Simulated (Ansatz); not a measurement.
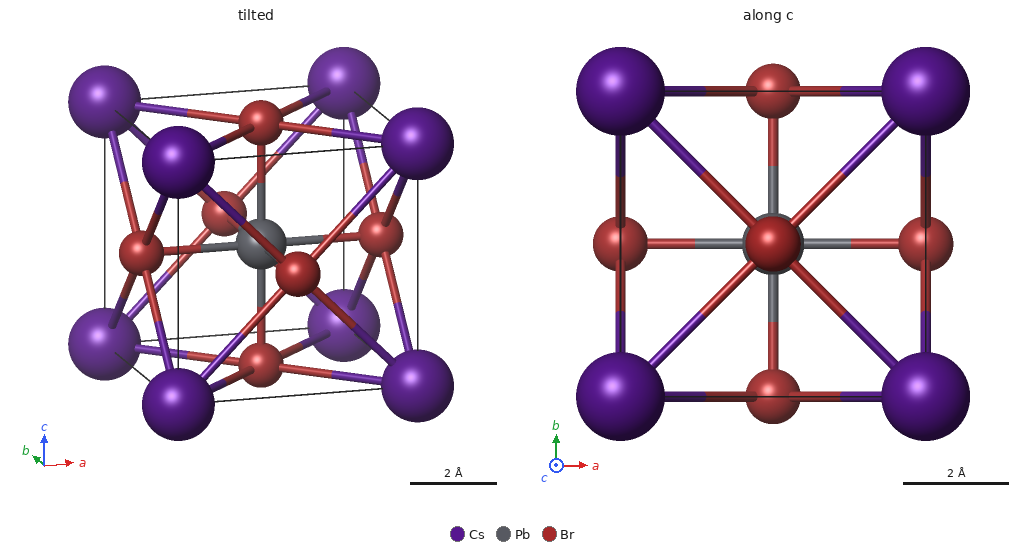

An orthographic ball-and-stick view of the structure, slightly off an axis and along the c axis. The edges of the conventional unit cell are marked.

Cell constants: a = 5.87 Å, b = 5.87 Å, c = 5.87 Å, α = 90.00°, β = 90.00°, γ = 90.00°.

Bonding distances used: Br–Cs up to 4.73 Å, Br–Pb up to 3.46 Å (cut-off distances).

> Count the atoms and give the formula.

CsPbBr$_{3}$. The cell holds 1 Cs, 1 Pb, 3 Br, counting shared atoms by their share.

> What is the Hermann-Mauguin symbol of the space group?

Pm-3m (No. 221), with Cs on 1a, Pb on 1b and Br on 3c.

> Name the structure type.

Cubic perovskite.

Origin of the cell: a structure type known for this compound. Earlier steps of the study may have refined or changed the cell and positions. Ansatz was used for an electronic-structure calculation on it.
